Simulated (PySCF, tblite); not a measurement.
**C₅H₁₀AlFO: geometry, infrared bands and NMR shifts**

Aim: predict the infrared bands and NMR shifts of C₅H₁₀AlFO (`CO/C=[C](\C)[Al]([CH3])[F]`).

Programs: tblite 0.8.0 and PySCF 2.14.0, with density-fitted response routines of our own. Each step states its level of theory. These are calculated values for one molecule in the gas phase, unless marked as measured. Atoms count from 0, in the outputs and in this text.

## Step 1: The starting structure

18 atoms, charge 0, multiplicity 1; geometry from: force field or distance geometry start.

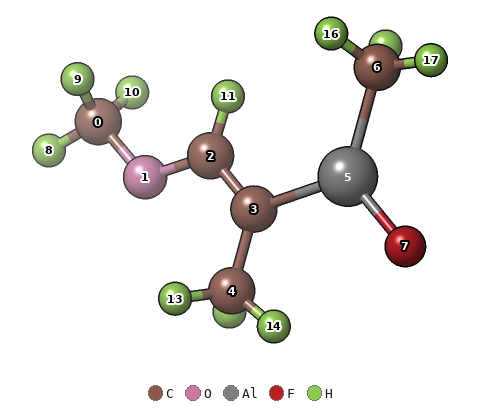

As it starts; carbon brown, oxygen pink, aluminium grey, fluorine red, hydrogen green, atoms numbered.

## Step 2: Relaxing the molecule with GFN2-xTB

Job settings and geometry (Å):

```
{"job": {"kind": "relax", "xc": "GFN2-xTB", "basis": "xTB"}, "charge": 0, "multiplicity": 1}
C      3.029700    -0.560800     0.706600
O      2.005200     0.314500     0.205800
C      0.684600    -0.095800     0.148000
C     -0.264100     0.743900    -0.329200
C      0.081900     2.120300    -0.773700
Al    -2.152800     0.123400    -0.406700
C     -2.623700    -1.708000     0.199100
F     -3.421300     1.231100    -1.024000
H      4.003900    -0.038500     0.675400
H      2.794700    -0.843400     1.762300
H      3.074500    -1.472300     0.075400
H      0.399900    -1.092800     0.474100
H      0.804100     2.071100    -1.609600
H      0.535600     2.695700     0.054200
H     -0.822800     2.672600    -1.131300
H     -2.073700    -2.454200    -0.393500
H     -2.347800    -1.825300     1.274200
H     -3.716800    -1.875200     0.081300
```

Launch:

```
OMP_NUM_THREADS=1 python probes_run.py task.json out
```

The driver reads the jobs from task.json and runs them one after another.

**Question.** This job is followed by: GFN2-xTB harmonic vibrations, gas phase; GIAO PBE0/pcSseg-1 NMR shielding, non-relativistic, gas phase. What will the session give for the following? strongest single infrared mode (GFN2-xTB); zero-point energy (GFN2-xTB); ¹³C shifts against TMS (PBE0/pcSseg-1); ¹H shifts against TMS (PBE0/pcSseg-1, means over atoms taken as alike); ¹⁷O shifts against H2O (PBE0/pcSseg-1); ²⁷Al shifts against AlH4- (PBE0/pcSseg-1); ¹⁹F shifts against CFCl3 (PBE0/pcSseg-1); surface potential, least and greatest.

**Answer**, as computed:

```
                                                              quantity                                value
                             strongest single infrared mode (GFN2-xTB)                1629 cm⁻¹, 226 km/mol
                                          zero-point energy (GFN2-xTB)                        85.3 kcal/mol
                                ¹³C shifts against TMS (PBE0/pcSseg-1)  167.4, 120.5, 59.4, 14.2, -13.1 ppm
¹H shifts against TMS (PBE0/pcSseg-1, means over atoms taken as alike)          6.14, 3.82, 1.90, -0.16 ppm
                                ¹⁷O shifts against H2O (PBE0/pcSseg-1)                            125.7 ppm
                             ²⁷Al shifts against AlH4- (PBE0/pcSseg-1)                            110.9 ppm
                              ¹⁹F shifts against CFCl3 (PBE0/pcSseg-1)                           -144.9 ppm
                                 surface potential, least and greatest                   -1.59 V and 2.46 V
```

The optimisation took 40 steps and gained 0.365 eV; among the close pairs (by a distance rule), Al5–F7 changed most, from 1.794 to 1.656 Å. No mode is imaginary among the 48: a minimum at this level. The strongest single mode, at 1629 cm⁻¹, moves mainly C2 and C3. Unscaled tight-binding wavenumbers are off by several per cent, some by more. Its intensities can rank the bands wrongly. The most deshielded carbon is C2 (alkene carbon bearing oxygen), at 167.4 ppm: an sp2 carbon further deshielded by the attached heteroatom. H11 (hydrogen on an alkene carbon bearing oxygen) lies farthest downfield among hydrogen, at 6.14 ppm; a vinylic proton, deshielded by the sp2 carbon and the C=C anisotropy. At PBE0/pcSseg-1: The widest tensor belongs to O1: span 226 ppm, with a paramagnetic part of -187 ppm. By nearest atom (PBE0/pcSseg-1), the HOMO sits on C3 37 %; O1 22 % and the LUMO on Al5 40 %; C2 17 %.
